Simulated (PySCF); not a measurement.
```yaml
atoms:
  - { symbol: C, position_ang: [-1.7875, 1.2001, 0.3146] }
  - { symbol: C, position_ang: [-1.9592, -0.1835, 0.7992] }
  - { symbol: C, position_ang: [-1.4896, -1.3258, -0.0026] }
  - { symbol: C, position_ang: [0.0224, -1.6374, 0.2329] }
  - { symbol: C, position_ang: [0.8987, -0.5699, -0.3168] }
  - { symbol: N, position_ang: [1.7349, 0.0385, 0.3916] }
  - { symbol: Si, position_ang: [2.8664, 1.2965, 0.1167] }
  - { symbol: H, position_ang: [-0.7371, 1.5109, 0.3948] }
  - { symbol: H, position_ang: [-2.0592, 1.2820, -0.7390] }
  - { symbol: H, position_ang: [-2.3842, 1.9010, 0.8939] }
  - { symbol: H, position_ang: [-2.1776, -0.3450, 1.8414] }
  - { symbol: H, position_ang: [-2.0452, -2.2285, 0.2629] }
  - { symbol: H, position_ang: [-1.6280, -1.1290, -1.0693] }
  - { symbol: H, position_ang: [0.2518, -2.5720, -0.2850] }
  - { symbol: H, position_ang: [0.2166, -1.7596, 1.2985] }
  - { symbol: H, position_ang: [0.7493, -0.3596, -1.3866] }
  - { symbol: H, position_ang: [2.9578, 1.8204, -1.2545] }
  - { symbol: H, position_ang: [2.4186, 2.3618, 1.0131] }
  - { symbol: H, position_ang: [4.1414, 0.7084, 0.5171] }
```

Geometry: GFN2-xTB.

Theory: PySCF 2.14.0, density-fitted response routines, UKS B3LYP, pcH-1 on C H N Si, non-relativistic, mean-field spin-orbit, GIAO.

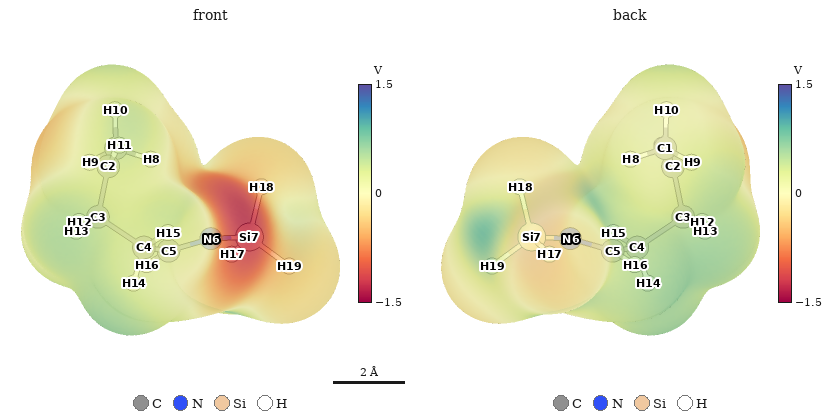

C5H12NSi (SMILES C[CH]CC/C=N/[SiH3]) (doublet). The electrostatic potential painted on the density surface at 0.001 e/bohr³, seen from the front and from behind; red is negative and blue positive.

Where is the surface potential most negative and most positive?

The most negative region (about −1.3 V) lies over N6, the most positive (about +0.8 V) over Si7. N6 is the likeliest acceptor of a hydrogen bond.
